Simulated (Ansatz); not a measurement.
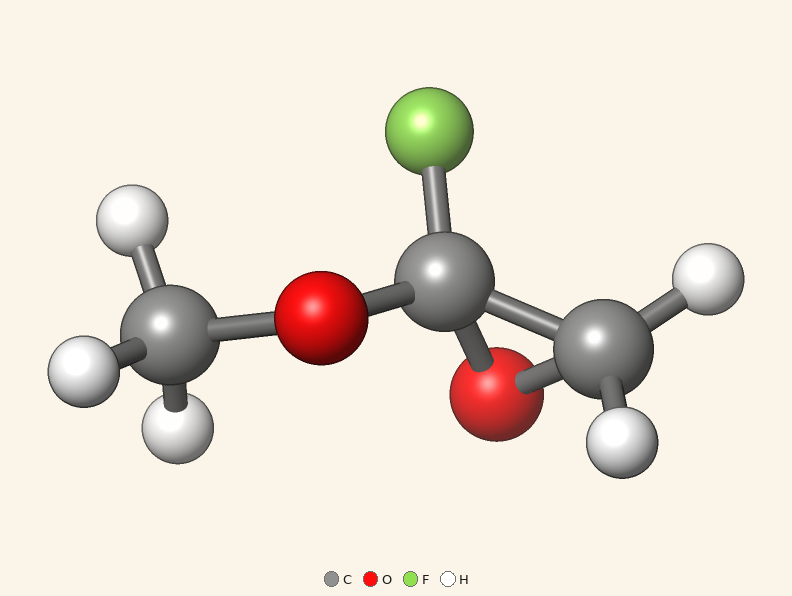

Computed geometry: PBE0-D4/def2-TZVP optimisation. No frequency run is at hand to confirm it as a minimum. Properties computed with RKS PBE0-D4/def2-TZVPP (Ansatz 0.2.0).

Question: Give the dispersion correction at this level.

Answer: −14.9 kJ/mol.

Question: Give the HOMO energy (Kohn–Sham orbital) at this level.

Answer: −8.50 eV.

Question: Give the LUMO energy (Kohn–Sham orbital) at this level.

Answer: 1.53 eV.
